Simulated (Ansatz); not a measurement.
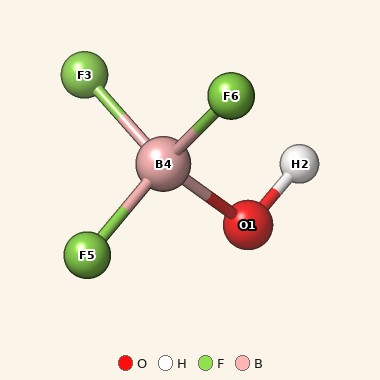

The system is BF3HO, charge −1; the picture shows the reference structure. 
- The turn is about an axis along (0.96, −0.30, −0.01) in the frame of the relaxed pair, normal to the line between the partners.
- First axis: distance B4···O1. Second axis: turn of O1, H2 about B4.
- Grid: 9 × 9 points.
- Points are written as (first, second).
- Energies: eV, counted from the lowest grid point.
- Energies and slopes of some neighbouring points disagree (a jump in structure or state, or too coarse a mesh).
- Method: RHF/def2-SVPD (Ansatz 0.2.0).

Its coordinates:

```xyz
6

O    -0.0968   -0.2796   -1.1234
H     0.1479    0.5213   -1.5502
F    -0.8948    0.9234    0.7329
B    -0.0317   -0.1109    0.3000
F    -0.3974   -1.3025    0.9265
F     1.2728    0.2482    0.7140
```

Range: distance B4···O1 from 1.205 to 3.805 Å; turn of O1, H2 about B4 from −60 to 60°.

What landscape does the calculation give?

The lowest grid point is at (1.347 Å, 0°). The highest grid point, (1.205 Å, −60°), lies 23.0 eV above the lowest.

```tsv
turn of O1, H2 about B4 ↓, distance B4···O1 →	1.205	1.347	1.579	1.864	2.190	2.552	2.943	3.362	3.805
60	12.1	8.9	6.5	5.4	5.3	5.4	5.6	5.8	6.0
45	6.5	4.4	3.3	3.4	4.1	4.7	5.2	5.5	5.8
30	3.4	1.8	1.4	2.2	3.3	4.2	4.8	5.3	5.6
15	1.7	0.4	0.4	1.5	2.8	3.8	4.6	5.2	5.5
0	1.2	0.0	0.1	1.3	2.6	3.7	4.5	5.1	5.5
−15	1.8	0.5	0.5	1.5	2.8	3.8	4.6	5.2	5.5
−30	4.4	2.6	1.9	2.4	3.4	4.2	4.9	5.3	5.6
−45	11.0	8.3	6.1	5.0	4.8	5.0	5.3	5.6	5.8
−60	23.0	20.7	17.1	12.4	8.6	6.7	6.1	6.1	6.1
```

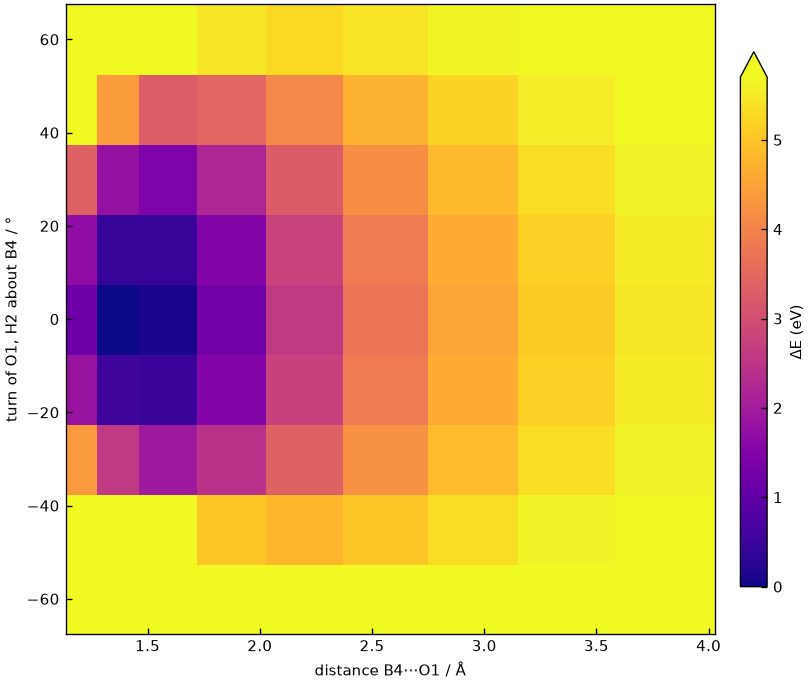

In the figure: one coloured cell a grid point, one colour for all values above the top of the scale.

Time for the 81 points that were run: 13 min on 1 thread of Intel(R) Xeon(R) Processor @ 2.50GHz (Skylake/Cascade Lake) (shared host).
